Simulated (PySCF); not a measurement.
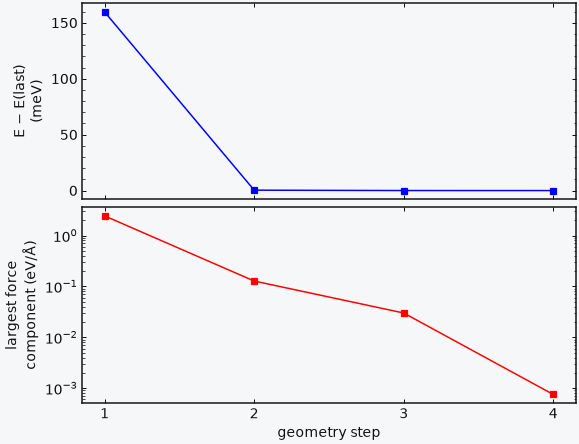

History of a geometry optimisation. The run: CoN2- molecule (charge −1), multiplicity 3, by UKS-based PBE0, Co def2-SVPD, N def2-SVPD; non-relativistic Hamiltonian; density fitting in PySCF. The start has point group D∞h, which is kept. A held symmetry can leave a saddle point.

The optimisation met its thresholds at geometry 4, counting the start as the first. The energy fell by about 160 meV from the first step to the last. The largest force component goes from about 2.4 eV/Å at the start to 8 × 10⁻⁴ eV/Å at the end.
